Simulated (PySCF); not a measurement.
```yaml
atoms:
  - { symbol: C, position_ang: [-1.3238, 2.3291, -0.9421] }
  - { symbol: C, position_ang: [-0.9573, 1.3837, -0.3075] }
  - { symbol: C, position_ang: [-0.4824, 0.2277, 0.4389] }
  - { symbol: C, position_ang: [0.9755, 0.2389, 0.4370] }
  - { symbol: C, position_ang: [2.1727, 0.2421, 0.3905] }
  - { symbol: C, position_ang: [3.6192, 0.2493, 0.3543] }
  - { symbol: C, position_ang: [-1.0085, -1.0823, -0.1777] }
  - { symbol: C, position_ang: [-2.5270, -1.1712, -0.1037] }
  - { symbol: H, position_ang: [-1.6526, 3.1617, -1.4887] }
  - { symbol: H, position_ang: [-0.8388, 0.3080, 1.4757] }
  - { symbol: H, position_ang: [3.9922, 1.2416, 0.6073] }
  - { symbol: H, position_ang: [4.0174, -0.4712, 1.0687] }
  - { symbol: H, position_ang: [3.9673, -0.0146, -0.6443] }
  - { symbol: H, position_ang: [-0.5580, -1.9224, 0.3572] }
  - { symbol: H, position_ang: [-0.6847, -1.1337, -1.2199] }
  - { symbol: H, position_ang: [-2.8651, -1.1448, 0.9308] }
  - { symbol: H, position_ang: [-2.8741, -2.0987, -0.5536] }
  - { symbol: H, position_ang: [-2.9808, -0.3368, -0.6346] }
```

Geometry: GFN2-xTB.

Computed with PBE0/pcSseg-1, SCF density, gas phase, non-relativistic (PySCF).

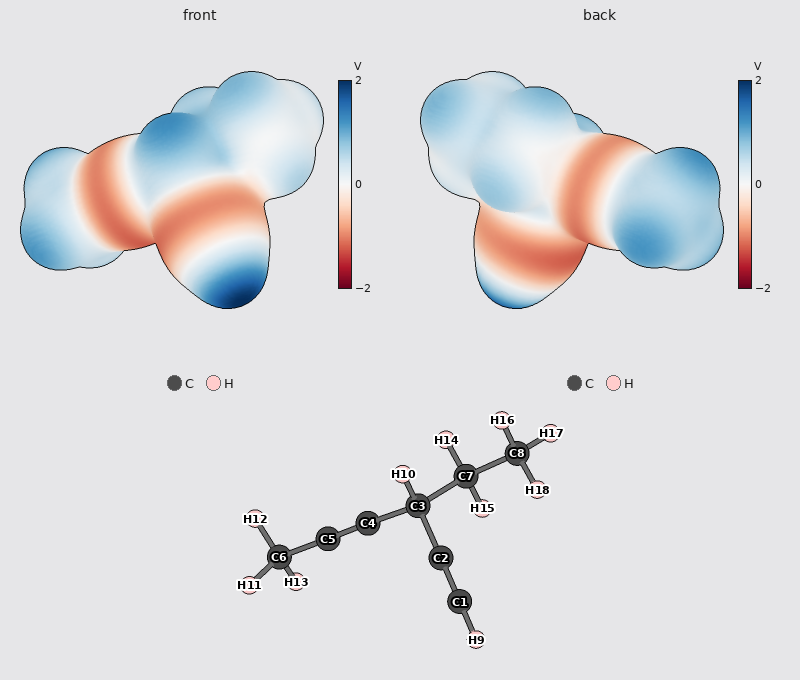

C8H10. The electrostatic potential painted on the density surface at 0.004 e/bohr³, seen from the front and from behind; the colour scale runs from red (negative) to blue (positive). The bare structure is drawn below in the same view.

### Describe the electrostatic potential map.

The most negative region (about −1.2 V) lies over C1, C2, C4 and C5, the most positive (about +1.9 V) over H9.

### How polar is the molecule by this calculation?

Its dipole moment is 0.77 D.
